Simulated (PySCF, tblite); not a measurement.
# C6H6NO radical: geometry, infrared bands and EPR parameters

Wanted: the infrared bands and EPR parameters of C6H6NO radical (`C=C(C#N)/C=C\C[O]`), by calculation.

Programs: tblite 0.8.0 and PySCF 2.14.0, with density-fitted response routines of our own. Each step states its level of theory. These are calculated values for one molecule in the gas phase, unless marked as measured. Atoms count from 0, in the outputs and in this text.

### 1 The molecule as given

14 atoms, charge 0, multiplicity 2; geometry from: force field or distance geometry start.

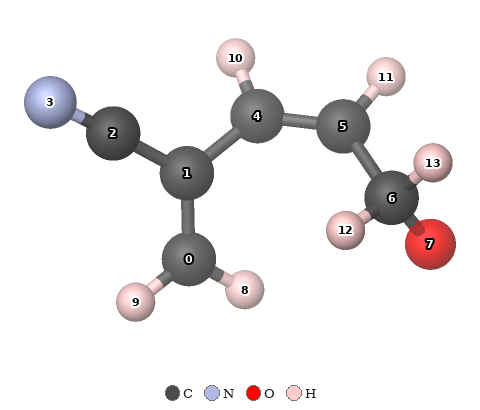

The starting geometry (carbon dark grey, nitrogen light blue, oxygen red, hydrogen pink), atoms numbered.

### 2 Relaxing the molecule with GFN2-xTB

The job: settings as JSON, then the geometry in Å.

```
{"job": {"kind": "relax", "xc": "GFN2-xTB", "basis": "xTB"}, "charge": 0, "multiplicity": 2}
C     -1.696100     0.495600     0.041100
C     -0.918500    -0.184100    -0.808400
C     -1.218900    -0.234800    -2.189700
N     -1.508000    -0.270000    -3.329300
C      0.204400    -0.992600    -0.329500
C      1.173300    -0.637600     0.520300
C      1.411700     0.701500     1.192300
O      1.121100     0.499600     2.471400
H     -1.486700     0.512300     1.111100
H     -2.559800     1.073000    -0.297300
H      0.242000    -2.002500    -0.742100
H      1.925600    -1.391200     0.768000
H      0.857500     1.467400     0.641000
H      2.451600     0.962900     0.928800
```

Command:

```sh
> OMP_NUM_THREADS=1 python probes_run.py task.json out
```

One launch serves the whole session: the jobs run in the order shown.

What it wrote:

```text
step      E/eV     max force
  0    -617.25741    3.557
  1    -616.96857   12.511
  2    -617.37309    0.839
  3    -617.39831    0.505
  4    -617.44430    0.744
  5    -617.45299    0.288
  6    -617.46306    0.336
  7    -617.46884    0.420
  8    -617.47657    0.364
  9    -617.48355    0.274
 10    -617.49187    0.356
 11    -617.49892    0.419
 12    -617.50513    0.226
 13    -617.51003    0.178
 14    -617.51402    0.188
 15    -617.51709    0.173
 16    -617.51956    0.146
 17    -617.52169    0.121
 18    -617.52343    0.145
 19    -617.52509    0.129
 20    -617.52699    0.139
 21    -617.52934    0.155
 22    -617.53167    0.221
 23    -617.53358    0.179
 24    -617.53515    0.114
 25    -617.53666    0.109
 26    -617.53792    0.108
 27    -617.53885    0.092
 28    -617.53969    0.086
 29    -617.54070    0.102
 30    -617.54191    0.120
 31    -617.54295    0.106
 32    -617.54361    0.072
 33    -617.54406    0.058
 34    -617.54449    0.062
 35    -617.54488    0.066
 36    -617.54518    0.046
 37    -617.54544    0.047
 38    -617.54568    0.061
 39    -617.54586    0.050
 40    -617.54594    0.024
 41    -617.54597    0.022
 42    -617.54602    0.037
 43    -617.54610    0.055
 44    -617.54619    0.055
 45    -617.54627    0.037
 46    -617.54634    0.026
 47    -617.54641    0.043
 48    -617.54652    0.065
 49    -617.54667    0.070
 50    -617.54679    0.045
 51    -617.54687    0.019
 52    -617.54693    0.029
 53    -617.54701    0.046
 54    -617.54710    0.047
 55    -617.54720    0.029
 56    -617.54731    0.029
 57    -617.54746    0.048
 58    -617.54766    0.076
 59    -617.54789    0.076
 60    -617.54810    0.045
 61    -617.54828    0.039
 62    -617.54846    0.059
 63    -617.54866    0.057
 64    -617.54881    0.040
 65    -617.54889    0.051
 66    -617.54900    0.036
 67    -617.54912    0.032
 68    -617.54926    0.034
 69    -617.54943    0.039
 70    -617.54962    0.038
 71    -617.54979    0.040
 72    -617.54994    0.039
 73    -617.55004    0.025
 74    -617.55013    0.029
 75    -617.55017    0.051
 76    -617.55027    0.027
 77    -617.55032    0.016
 78    -617.55037    0.011
 79    -617.55039    0.014
 80    -617.55042    0.019
 81    -617.55044    0.013
 82    -617.55047    0.009
```

Wall time 0.79 s (1 thread of Arm Neoverse N1, shared host).

The steps of the relaxation: (not every step is listed) (the energy doesn't fall at every step)

```tsv
step	energy from step 0 (eV)	largest force (eV/Å)
0	0.0000	3.5569
1	0.2888	12.5111
2	-0.1157	0.8387
3	-0.1409	0.5049
4	-0.1869	0.7444
5	-0.1956	0.2879
6	-0.2056	0.3365
7	-0.2114	0.4202
8	-0.2192	0.3637
14	-0.2566	0.1881
20	-0.2696	0.1387
26	-0.2805	0.1075
32	-0.2862	0.0721
38	-0.2883	0.0610
44	-0.2888	0.0552
50	-0.2894	0.0449
56	-0.2899	0.0294
62	-0.2910	0.0589
68	-0.2918	0.0336
74	-0.2927	0.0285
77	-0.2929	0.0162
78	-0.2930	0.0111
79	-0.2930	0.0136
80	-0.2930	0.0192
81	-0.2930	0.0133
82	-0.2931	0.0090
```

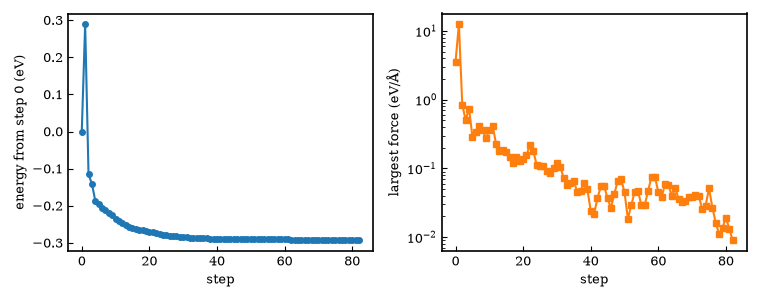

Energy and force, step by step.

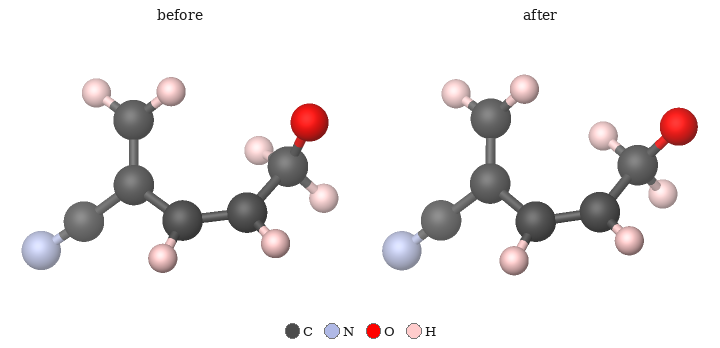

The geometry before (left) and after (right).

Distances of close pairs at the start and the end, largest changes first:

```tsv
bond	before (Å)	after (Å)	change (Å)
C2–N3	1.176	1.145	-0.031
C6–H12	1.094	1.123	+0.028
C6–H13	1.104	1.126	+0.022
C6–O7	1.327	1.308	-0.019
C0–H9	1.093	1.078	-0.015
C0–H8	1.090	1.077	-0.013
C5–C6	1.517	1.504	-0.013
C5–H11	1.093	1.081	-0.012
```

The next job starts from the end point, and lists it.

### 3 Infrared spectrum with GFN2-xTB

The job: settings as JSON, then the geometry in Å.

```
{"job": {"kind": "ir", "xc": "GFN2-xTB", "basis": "xTB"}, "charge": 0, "multiplicity": 2}
C     -1.633840     0.555677     0.048860
C     -0.885028    -0.193563    -0.772631
C     -1.163516    -0.211253    -2.165975
N     -1.376078    -0.237955    -3.291006
C      0.213404    -1.064026    -0.351150
C      1.151357    -0.732471     0.536104
C      1.329717     0.614899     1.180704
O      1.462747     0.653692     2.481456
H     -1.512367     0.510819     1.118116
H     -2.422874     1.183844    -0.331032
H      0.247271    -2.029014    -0.842039
H      1.889535    -1.465097     0.832537
H      0.497487     1.295405     0.856854
H      2.201506     1.118571     0.677037
```

What it wrote:

```text
mode    cm-1     km/mol
  1      31.8     19.71
  2      62.2      9.56
  3     134.0      9.59
  4     214.3     21.44
  5     220.8      0.78
  6     286.1      1.16
  7     328.1      5.99
  8     465.8      4.56
  9     505.9     38.99
 10     548.0      5.81
 11     614.1     60.93
 12     678.0     38.75
 13     720.9      8.26
 14     793.8      3.59
 15     843.2      1.57
 16     908.2      4.92
 17     915.5     41.22
 18     937.5      7.17
 19     995.5      5.87
 20    1085.2      5.11
 21    1187.4     56.49
 22    1203.3     24.06
 23    1211.8     28.47
 24    1230.8     21.79
 25    1319.7     41.69
 26    1345.8     17.11
 27    1385.4      1.61
 28    1616.0      8.73
 29    1640.1     18.76
 30    2377.2    157.64
 31    2513.7      9.51
 32    2602.3     48.65
 33    3047.2      7.66
 34    3074.7      7.91
 35    3102.9      0.62
 36    3135.1      8.71
```

Run time: 0.64 s. Hardware: 1 thread of Arm Neoverse N1, shared host.

The strongest bands and the atoms that carry them (share of the mass-weighted mode):

```tsv
cm⁻¹	km/mol	atoms
506	39.0	C5 18 %, H12 14 %, C2 14 %, C4 12 %
614	60.9	C6 23 %, C1 16 %, H12 13 %, C5 11 %
678	38.8	C1 19 %, C2 13 %, C5 12 %, C6 12 %
916	41.2	H8 42 %, H9 30 %, C0 19 %
1187	56.5	H11 30 %, C6 20 %, H12 15 %, O7 13 %
1320	41.7	H13 26 %, H12 21 %, O7 15 %
2377	157.6	C2 60 %, N3 39 %
2602	48.6	H12 58 %, H13 38 %
```

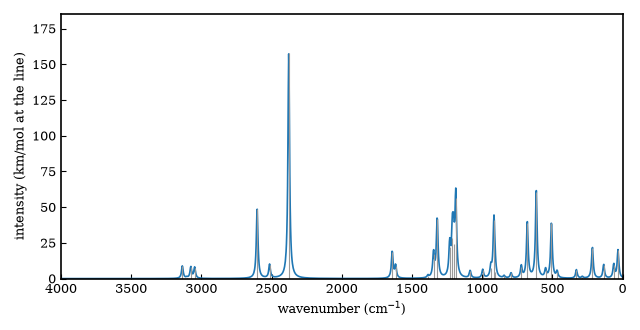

The infrared spectrum from these modes, unscaled. Lines are broadened to a width of 14 cm⁻¹ (Lorentzian).

### 4 g tensor and hyperfine couplings: B3LYP/pcH-1

Same as in step 3 but for these lines:

```diff
@@ -1,2 +1,2 @@
-{"job": {"kind": "ir", "xc": "GFN2-xTB", "basis": "xTB"}, "charge": 0, "multiplicity": 2}
+{"job": {"kind": "epr", "basis": "pcH-1"}, "charge": 0, "multiplicity": 2}
 C     -1.633840     0.555677     0.048860
```

Level: UKS B3LYP, pcH-1 on C H N O, non-relativistic, mean-field spin-orbit, GIAO.

What it wrote:

```text
UKS, coarse grid
  cycle   1  E = -361.78717905  |g| = 7.56e-01
  cycle   2  E = -355.53510173  |g| = 2.77e+00
  cycle   3  E = -362.01833017  |g| = 3.61e-01
  cycle   4  E = -362.01682521  |g| = 4.39e-01
  cycle   5  E = -362.09119554  |g| = 1.55e-01
  cycle   6  E = -362.09806981  |g| = 1.20e-01
  cycle   7  E = -362.10359176  |g| = 5.38e-02
  cycle   8  E = -362.10513031  |g| = 1.92e-02
  cycle   9  E = -362.10532917  |g| = 5.23e-03
  cycle  10  E = -362.10536211  |g| = 2.68e-03
  cycle  11  E = -362.10538514  |g| = 2.37e-03
  cycle  12  E = -362.10541436  |g| = 1.85e-03
  cycle  13  E = -362.10548526  |g| = 1.33e-03
  cycle  14  E = -362.10553226  |g| = 9.38e-04
  cycle  15  E = -362.10554453  |g| = 6.86e-04
  cycle  16  E = -362.10554984  |g| = 5.71e-04
UKS, final grid
  cycle   1  E = -362.10555045  |g| = 9.59e-04
  cycle   2  E = -362.10554976  |g| = 1.96e-03
  cycle   3  E = -362.10555137  |g| = 3.59e-04
  cycle   4  E = -362.10555154  |g| = 2.26e-04
  cycle   5  E = -362.10555267  |g| = 1.65e-04
  cycle   6  E = -362.10555309  |g| = 1.18e-04
  cycle   7  E = -362.10555333  |g| = 1.10e-04
  cycle   8  E = -362.10555349  |g| = 4.98e-05
  cycle   9  E = -362.10555353  |g| = 3.13e-05
  cycle  10  E = -362.10555353  |g| = 1.80e-05
E = -362.10555353 Eh   <S^2> = 0.7541 (exact 0.7500)
g shifts (ppm)      1          2          3
  rmc          -269       -269       -269
  gc            -10         25         45
  oz_so           7       5767      42943
  total        -273       5523      42719
hyperfine (MHz)  atom isotope    a_iso     a_fc   dipolar eigenvalues
    0   13C       1.62       1.62     -1.48     -1.06      2.54
    1   13C       0.30       0.30     -1.24     -0.70      1.94
    2   13C      -0.63      -0.63     -0.43     -0.13      0.56
    3   14N       0.09       0.09     -0.22     -0.17      0.39
    4   13C       0.58       0.58     -1.51     -0.36      1.87
    5   13C      -7.14      -7.14     -1.30     -0.85      2.15
    6   13C     -45.32     -45.32     -8.44      3.67      4.78
    7   17O     -47.17     -47.17   -248.53    123.66    124.87
    8    1H       1.23       1.23     -2.99     -1.23      4.22
    9    1H      -0.80      -0.80     -1.29     -0.76      2.05
   10    1H      -1.20      -1.20     -1.23     -0.93      2.16
   11    1H       2.53       2.53     -3.14     -2.82      5.95
   12    1H     283.05     283.05     -9.45     -3.84     13.29
   13    1H     244.09     244.09     -8.25     -4.31     12.57
```

Wall time 2.3 min (1 thread of Arm Neoverse N1, shared host); peak memory 1.1 GiB.

Principal g values 2.00205, 2.00784, 2.04504; g(iso) = 2.01831, against 2.00232 for a free electron. They are not to be trusted: the run shows a large g shift, which the driver flags as unsure.

Mean a(iso) over the nuclei that a row names, and the largest dipolar term of the row (other rows stand at the frozen geometry):

```tsv
nuclei	isotope	a(iso) (MHz)	a(iso) (G, at g = 2.0023)	largest dipolar term (MHz)
H12, H13	1H	263.6	94.0	13.3
O7	17O	-47.2	-16.8	-248.5
C6	13C	-45.3	-16.2	-8.4
C5	13C	-7.1	-2.5	2.1
H11	1H	2.5	0.9	6.0
C0	13C	1.6	0.6	2.5
H8	1H	1.2	0.4	4.2
H10	1H	-1.2	-0.4	2.2
H9	1H	-0.8	-0.3	2.0
C2	13C	-0.6	-0.2	0.6
C4	13C	0.6	0.2	1.9
C1	13C	0.3	0.1	1.9
N3	14N	0.1	0.0	0.4
```

Mulliken spin populations:

C0 0.01; C1 0.01; C2 0.00; N3 0.00; C4 0.01; C5 0.00; C6 -0.08; O7 0.82; H8 0.00; H9 0.00; H10 0.00; H11 0.00; H12 0.11; H13 0.11

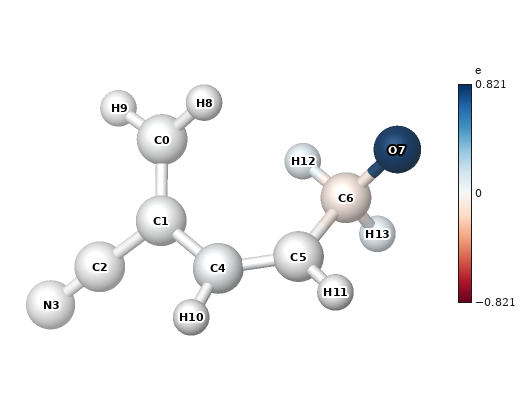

Mulliken spin populations, as colours on the atoms.

Orbitals, density, ELF and potential are computed afterwards from the orbital file.

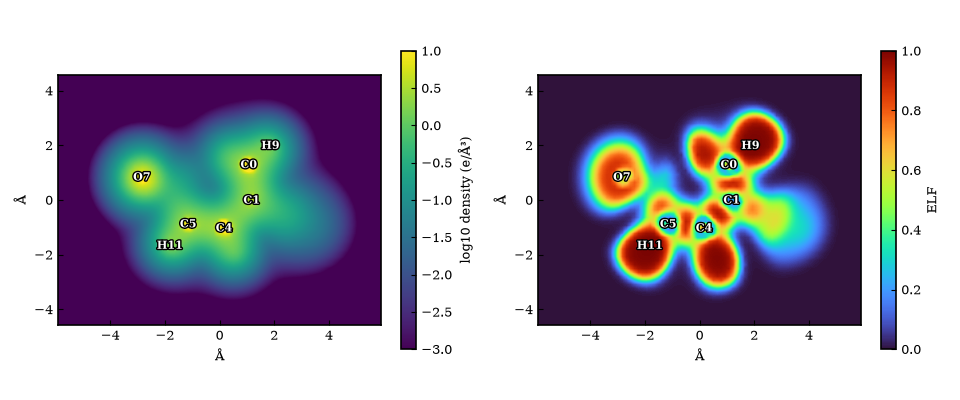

Density (left) and ELF (right) in a plane through or near 7 of the atoms.

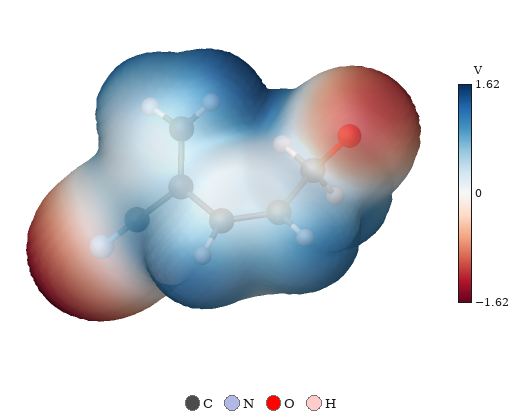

Electrostatic potential on the surface of density 0.002 e/bohr³; red is low, blue high. It runs from -1.62 V near N3 to 1.43 V near H8.

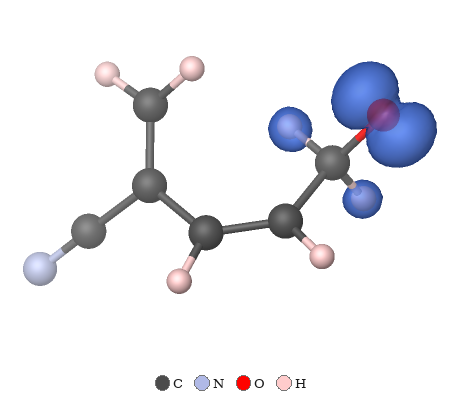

Spin density at ±0.1 e/Å³ (alpha excess blue, beta excess red).

### 5 What came out

| quantity | value |
| --- | --- |
| strongest single infrared mode (GFN2-xTB) | 2377 cm⁻¹, 158 km/mol |
| zero-point energy (GFN2-xTB) | 61.9 kcal/mol |
| g(iso) (B3LYP) | 2.01831 |
| ⟨S²⟩ | 0.754 (exact 0.75) |
| largest a(iso) (averaged by class) | 1H on H12, H13, 263.6 MHz |
| surface potential, least and greatest | -1.62 V and 1.43 V |
| property runs in this session | 1, of which 0 failed and 1 gave unsound results |

What this shows: Relaxing lowered the energy by 0.293 eV in 82 steps; the close pair that moved most is C2–N3, from 1.176 to 1.145 Å. No mode is imaginary among the 36: a minimum at this level. The strongest single mode, at 2377 cm⁻¹, moves mainly C2 and N3. GFN2-xTB is a fitted tight-binding method: band positions and strengths are rough. Its intensities can rank the bands wrongly. Most of the unpaired spin sits on O7 (0.82 e). The isotropic g lies 16.0 ppt above the free-electron value. These values are not to be trusted: the run shows a large g shift, which the driver flags as unsure.
